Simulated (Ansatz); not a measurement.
**AlGaHO (sextet): correlated methods under varied settings**

Aim: run AlGaHO (sextet) at one geometry under a spread of methods and options, and see what each costs and gives.

Computed with Ansatz 0.2.0, Gaussian basis. Level: the settings change from run to run.

29 further runs of the same task are left out: 15 that didn't finish, 14 set aside as unsound or not needed.

## (1) The system

The geometry is a PBE0/def2-TZVP stationary point (not a proven minimum) of the parent state, kept for this charge and spin. No spin-orbit coupling is included. The filled d shell of Ga may be among the frozen orbitals whatever the setting's name suggests; the logs give the count.

4 atoms, charge 0, spin multiplicity 6.

Atoms are counted from 1 here; the program's logs count them from 0.

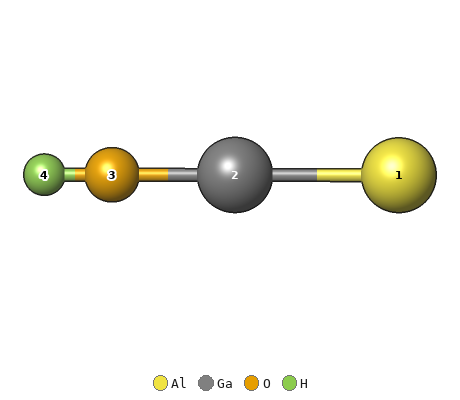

The geometry (aluminium yellow, gallium grey, oxygen amber, hydrogen green); atoms are numbered from 1 in the order of the file.

Coordinates:

```xyz
4

Al    0.0000    0.0000   -2.8209
Ga    0.0000    0.0000   -0.5246
O     0.0000    0.0000    1.1988
H     0.0000    0.0000    2.1467
```

## (2) NEVPT2(5,8)/6-31G

Input file in.yaml:

```yaml
crystal:
  periodic: [false, false, false]
  atoms:
    - {symbol: Al, position_ang: [0.000000, 0.000000, -2.820900]}
    - {symbol: Ga, position_ang: [0.000000, 0.000000, -0.524600]}
    - {symbol: O, position_ang: [0.000000, 0.000000, 1.198800]}
    - {symbol: H, position_ang: [0.000000, 0.000000, 2.146700]}
basis:
  gaussian: {orbitals: 6-31G}
magnetization: {spin_polarized: false, initial_magnetization: 5}
correlation: {method: sc_nevpt2, electrons: outside_noble_gas, active_space: {window: {electrons: 5, orbitals: 8}, states: [{multiplicity: 6, weights: [1, 1]}], root: 1}}
output: {forces: true}
```

Command:

```
$ ansatz run in.yaml --threads 1 --pin off --events-out ev --progress --plain --max-ram 2393MiB
```

The program printed, shortened:

```text
Functional definition: HF
  name "HF"
  cite "Fock, Z. Phys. 61, 126 (1930) doi:10.1007/BF01340294"
  parent pbe
[...]
892 factors; integrals over basis functions are off by at most 1.3e-7 eV
[...]
mean field -60953.20903916 eV, -2239.9891166200 hartree, gradient 1.9e-6 eV, S^2 8.750000; 18 other end points of the search recorded, 0 dependent functions left out
reference -60953.20903916 eV, -2239.9891166200 hartree; 29, 24 occupied and 24, 29 virtual orbitals, 892 factors
state -60953.44948535 eV, -2239.9979528547 hartree
state -60952.81232115 eV, -2239.9745375021 hartree
state -60953.44948535 eV, -2239.9979528547 hartree; corrected -60956.89675957 eV, -2240.1246378454 hartree
state -60952.81232115 eV, -2239.9745375021 hartree; corrected -60956.14430963 eV, -2240.0969858201 hartree
[...]
Total energy: -60956.14430963 eV, -2240.0969858201 hartree
Atom 0 at     0.000000     0.000000    -2.820900 Å, force    -0.000000     0.000000    -2.140302 eV/Å
Atom 1 at     0.000000     0.000000    -0.524600 Å, force    -0.000000    -0.000000    -5.266513 eV/Å
Atom 2 at     0.000000     0.000000     1.198800 Å, force     0.000000     0.000000     5.582529 eV/Å
Atom 3 at     0.000000     0.000000     2.146700 Å, force     0.000000     0.000000     1.824286 eV/Å
Dipole moment:    -0.000000    -0.000000     1.549885 e Å
```

Run time: 44 s. Hardware: 1 thread of Intel Xeon at 2.50GHz, shared host.

From the report: 18 determinants; active occupations (of the averaged states) 1.00, 0.99, 0.99, 0.98, 0.51, 0.50, 0.02, 0.01.

## (3) BCCD on ROHF/6-31G

in.yaml, as its differences from that of step 2:

```diff
@@ -10,3 +10,2 @@
 magnetization: {spin_polarized: false, initial_magnetization: 5}
-correlation: {method: sc_nevpt2, electrons: outside_noble_gas, active_space: {window: {electrons: 5, orbitals: 8}, states: [{multiplicity: 6, weights: [1, 1]}], root: 1}}
-output: {forces: true}
+correlation: {method: bccd, electrons: valence}
```

The command is unchanged.

The program printed, shortened:

```text
Functional definition: HF
  name "HF"
  cite "Fock, Z. Phys. 61, 126 (1930) doi:10.1007/BF01340294"
  parent pbe
[...]
500 factors; integrals over basis functions are off by at most 3.0e-4 eV
[...]
mean field -60953.20867482 eV, -2239.9891032309 hartree, gradient 2.5e-6 eV, S^2 8.750000; 27 other end points of the search recorded, 0 dependent functions left out
[...]
determinant -60953.20867482 eV, -2239.9891032309 hartree, with singles and doubles -60961.64033312 eV, -2240.2989609583 hartree
determinant -60952.75190599 eV, -2239.9723172862 hartree, with singles and doubles -60960.91291474 eV, -2240.2722288259 hartree
determinant -60952.61263818 eV, -2239.9671992883 hartree, with singles and doubles -60960.76263624 eV, -2240.2667061927 hartree
determinant -60952.32542089 eV, -2239.9566442475 hartree, with singles and doubles -60960.62342502 eV, -2240.2615902750 hartree
[...]
determinant -60950.29001726 eV, -2239.8818445439 hartree, with singles and doubles -60958.92685779 eV, -2240.1992425791 hartree
determinant -60950.26475842 eV, -2239.8809162987 hartree, with singles and doubles -60958.93354074 eV, -2240.1994881729 hartree
determinant -60950.23565952 eV, -2239.8798469338 hartree, with singles and doubles -60958.87664487 eV, -2240.1973972885 hartree
determinant -60949.75267870 eV, -2239.8620977160 hartree, with singles and doubles -60958.14502171 eV, -2240.1705106330 hartree
15 core orbitals not correlated: weight in the atoms' cores, before any rotation towards them, 1.000 or more for the frozen orbitals, at most 0.000 for the correlated occupied ones
reference -60953.20867482 eV, -2239.9891032309 hartree; 14, 9 occupied and 24, 29 virtual orbitals, 500 factors
second order -8.21346820 eV of doubles, -0.04173214 eV of singles
cycle   1  -8.41518329 eV  change    1.6e-2 eV  update   7.1e-3
[...]
cycle  10  -8.41022215 eV  change    3.8e-6 eV  update   1.2e-5
Total energy: -60961.61889697 eV, -2240.2981731941 hartree
```

It took 75 s on 1 thread of Intel Xeon at 2.50GHz, shared host.

From the report: correlation -8.4102 eV; largest double amplitude 0.08.

## (4) CASSCF(5,7)/6-31G

in.yaml, as its differences from that of step 3:

```diff
@@ -10,2 +10,2 @@
 magnetization: {spin_polarized: false, initial_magnetization: 5}
-correlation: {method: bccd, electrons: valence}
+correlation: {active_space: {window: {electrons: 5, orbitals: 7}}}
```

Launched as before.

The program printed, shortened:

```text
Functional definition: HF
  name "HF"
  cite "Fock, Z. Phys. 61, 126 (1930) doi:10.1007/BF01340294"
  parent pbe
[...]
500 factors; integrals over basis functions are off by at most 3.0e-4 eV
[...]
mean field -60953.20867482 eV, -2239.9891032309 hartree, gradient 2.6e-6 eV, S^2 8.750000; 19 other end points of the search recorded, 0 dependent functions left out
reference -60953.20867482 eV, -2239.9891032309 hartree; 29, 24 occupied and 24, 29 virtual orbitals, 500 factors
state -60953.41256947 eV, -2239.9965962213 hartree
Total energy: -60953.41256947 eV, -2239.9965962213 hartree
```

It took 56 s on 1 thread of Intel Xeon at 2.50GHz, shared host.

From the report: 21 determinants; active occupations 1.00, 1.00, 1.00, 0.97, 0.97, 0.03, 0.03.

## (5) HF/cc-pVDZ

in.yaml, as its differences from that of step 4:

```diff
@@ -8,4 +8,7 @@
 basis:
-  gaussian: {orbitals: 6-31G}
+  gaussian: {orbitals: cc-pVDZ}
 magnetization: {spin_polarized: false, initial_magnetization: 5}
-correlation: {active_space: {window: {electrons: 5, orbitals: 7}}}
+hamiltonian: {xc: hf}
+accuracy: high
+scf: {lower_state_search: off}
+output: {orbitals: {seedname: orbitals}}
```

Launched as before.

The program printed:

```text
Functional definition: HF
  name "HF"
  cite "Fock, Z. Phys. 61, 126 (1930) doi:10.1007/BF01340294"
  parent pbe
  exchange = exact_x
  correlation = 0
these checks for a lower state are left out or cut short: stability, starts, cluster_reference, orbital_swaps, neighbouring_geometries, increment
1256 factors; integrals over basis functions are off by at most 4.4e-9 eV
mean field evaluation 1: about -60961.0424 eV, gradient 1.1e1 eV
mean field evaluation 2: about -60961.0572 eV, gradient 1.1e1 eV
mean field evaluation 4: about -60961.9883 eV, gradient 2.1e0 eV
mean field evaluation 8: about -60962.0409 eV, gradient 1.3e-2 eV
mean field evaluation 16: about -60962.0409 eV, gradient 1.9e-8 eV
mean field -60962.04085483 eV, -2240.3136798594 hartree, gradient 1.9e-8 eV, S^2 8.750000; 0 other end points of the search recorded, 0 dependent functions left out
reference -60962.04085483 eV, -2240.3136798594 hartree; 29, 24 occupied and 35, 40 virtual orbitals, 1256 factors
Total energy: -60962.04085483 eV, -2240.3136798594 hartree
Checks for a lower state left out: stability, starts, cluster_reference, orbital_swaps, neighbouring_geometries, increment
```

Run time: 6 s. Hardware: 1 thread of Intel Xeon at 2.50GHz, shared host.

## (6) All runs side by side

```tsv
level	correlated	functions	energy (eV)	time
NEVPT2(5,8)/6-31G (excited root 1 of an average)	outside noble gas	53	-60956.1443	44 s
BCCD on ROHF/6-31G	valence	53	-60961.6189	75 s
CASSCF(5,7)/6-31G		53	-60953.4126	56 s
HF/cc-pVDZ		64	-60962.0409	6 s
```

## (7) What came out

```
quantity                     value
    runs                         4
quickest           HF/cc-pVDZ, 6 s
 slowest  BCCD on ROHF/6-31G, 75 s
```

**Reading.** Total energies in different bases, with other cores or another treatment of relativity can't be set against each other. BCCD on ROHF/6-31G took 12 times as long as HF/cc-pVDZ; the jobs differ in more than the method.
